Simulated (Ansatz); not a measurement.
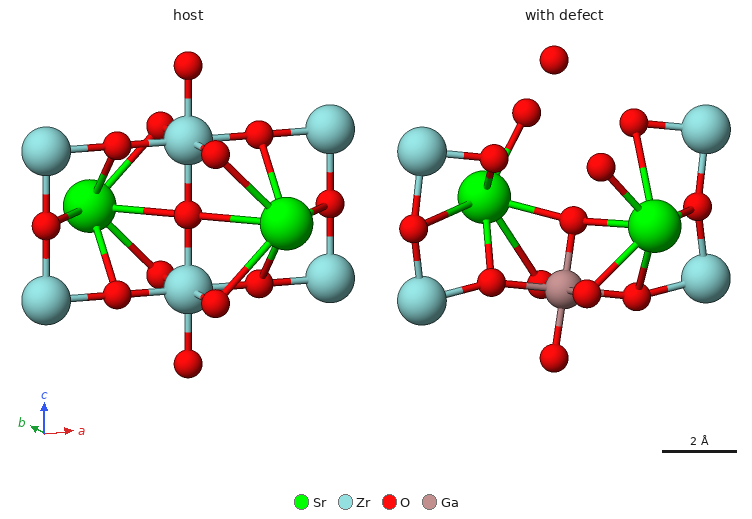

Left: perfect SrZrO3. Right: the same region with a pair of point defects, after relaxing the atoms in a supercell of 40 sites. Style: ball-and-stick. Shown: the atoms within 5.0 Å of one point, in a slice 5.0 Å thick across the line of sight, slightly off an axis.

Computed with DFT, PBEsol, PAW, plane waves (Ansatz 0.2.0). Set-up: plane-wave cutoff 420 eV; k-point mesh 1 × 1 × 1; mesh shifted by (0.25, 0.25, 0.25); collinear spin. Fermi-Dirac smearing of 0.01 eV. The axes drawn are those of the host's conventional cell.

> What kind of defect was made?

A zirconium atom is replaced by gallium and a zirconium atom is taken out (a vacancy), the two sites 4.1 Å apart.

The charge state of the cell is 0.

> What does the relaxation do around it?

In the host the Zr atom has 6 O at 2.06 Å; the Ga atom ends with 6 O at 1.89 to 2.08 Å. Around the empty Zr site the host had 6 O at 2.06 Å; after relaxation the nearest atoms are 6 O at 2.19 to 2.36 Å. Of the host's atoms, a strontium atom moves furthest from its site, by 0.63 Å. The cell's net moment is 1.00 μB.

Limits of the set-up: the periodic images lie only 8.3 Å apart, so the values are limited by the cell's size.
